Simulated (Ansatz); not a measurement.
The starting structures come from a database of crystals and need not be the phases stable at ambient conditions.

 Where the default PAW files enter, the runs use the earlier of Ansatz's two default sets.

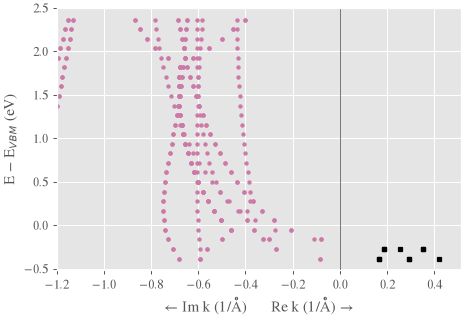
Fig. 1. Complex bands at the centre of the two-dimensional zone; Ansatz (a quantum-chemistry and plane-wave program) with r2SCAN

The gap is the functional's own, uncorrected, and κ follows it; spin-orbit coupling is left out. Mid-gap values are interpolated between the computed energies.

Task: This is Rb$_{2}$PtCl$_{6}$ (Fm-3m, not sure to be the ambient phase, 9 atoms a cell, 27.6 Å³ an atom) along the normal of (111). Read off the slowest decay at the centre of the two-dimensional zone at 1.04 eV, the computed energy nearest the middle of the gap.

Result: κ ≈ 0.41 1/Å, a decay length 1/(2κ) of the density of 1.2 Å.
